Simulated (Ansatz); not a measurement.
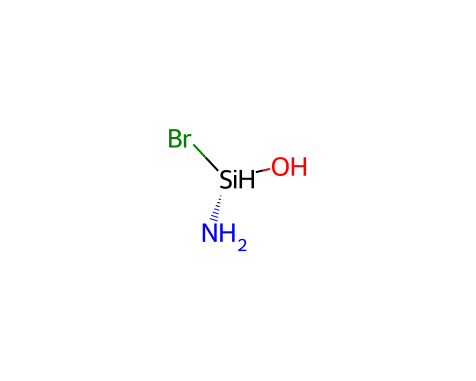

Structural formula above. The computed structure is the end point of a PBE-D4/def2-SVP optimisation. No frequency run is at hand to confirm it as a minimum.

What does the molecule look like in three dimensions?

It has 8 atoms: 1 bromine, 4 hydrogen, 1 nitrogen, 1 oxygen and 1 silicon (BrH₄NOSi). Its SMILES string is `N[Si@@H](O)Br`. It has no ring. Among its groups: Si–H bond, Si–O bond, Si–N bond. The point group is C1. Coordination, clear cases only: 1 Si tetrahedral; 1 O bent.

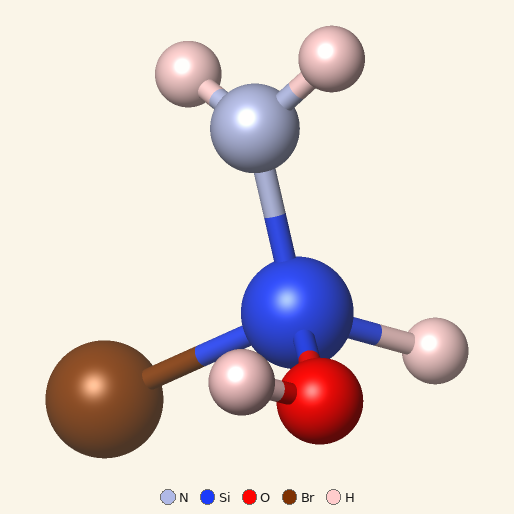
